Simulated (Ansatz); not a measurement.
**A computed series for hypothetical fluorite TeO2: pressure series**

The parent structure is TeO2 in the fluorite structure (space group Fm-3m, No. 225; a = 5.385 Å; a hypothetical phase, not in the database extracts checked).

Cell and atoms are relaxed at each pressure.

Method: Ansatz (a quantum-chemistry and plane-wave program), PBE, PAW, cutoff 420 eV, no SOC, earlier PAW set.

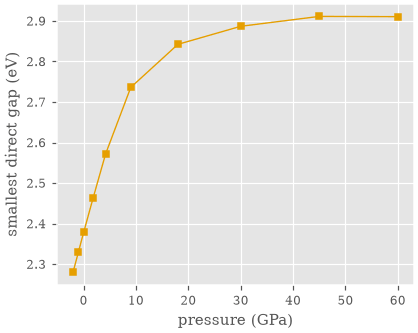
Figure. Smallest direct gap against pressure

**Question.** From the plot, what is the smallest direct gap for pressure 18 GPa?

**Answer.** About 2.84 eV.

**Question.** Is the trend monotonic over the range shown?

**Answer.** Yes, it rises throughout, spanning 2.28 eV to 2.91 eV.

With Te present, leaving out spin-orbit coupling can change the band edges. Load acts through the strain it causes; cell and atoms are relaxed under it. Stability against distortions was not tested. Competing high-pressure phases were not computed.
